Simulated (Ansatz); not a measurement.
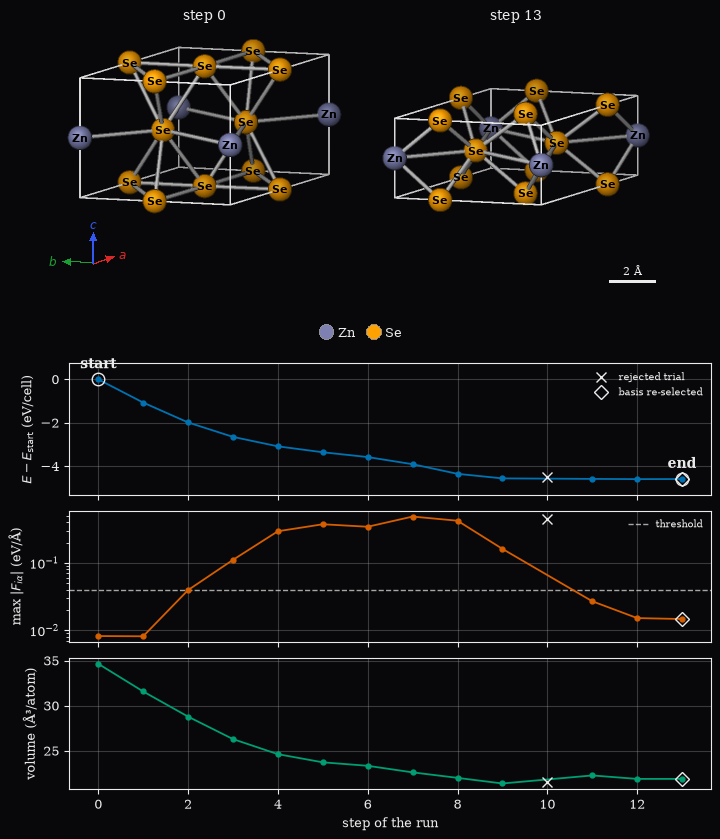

First and last geometry of a relaxation of crystalline ZnSe5 (a generated structure, set up in P-62m) (coarse preliminary run), with the history of the run. The picture is a ball-and-stick view of the cell of the calculation, seen from a free direction.

All numbers below come from Ansatz, DFT PBE, scalar-relativistic, plane waves, PAW. Set-up: plane-wave cutoff 420 eV; k-point mesh 3 × 3 × 4; occupations gaussian; smearing width 0.1 eV; no spin polarisation; cell and atoms relaxed; force threshold 0.04 eV/Å; at most 70 steps.

What do the curves and the structures tell?

It converged. The largest moves relative to the cell, 1.20 Å, are those of Se atoms. Zn stays in place. The volume changes by −36.8 %, with a = b 6.660 → 6.498 Å (−2.4 %), c 5.413 → 3.591 Å (−33.7 %). Some distances before and after: Se–Zn 4.275 → 2.705 Å, Se–Se 3.330 → 3.881 Å, Se–Se 3.320 → 2.871 Å, Se–Zn 3.845 → 3.752 Å. The space group stays P-62m (No. 189). Over 11 accepted moves (13 points after the start) the energy falls by 4.590 eV per cell of the calculation. Largest force component: 0.0082 eV/Å at the start, 0.015 eV/Å at the end. Pressure: −8.07 GPa at the start and −0.16 GPa at the end. The line search rejected the trial step at point 10 of the run. At 1 point the geometry stayed and the basis and grid were re-selected for the new cell (energy shift of 3.9 meV per cell of the calculation at most each time).
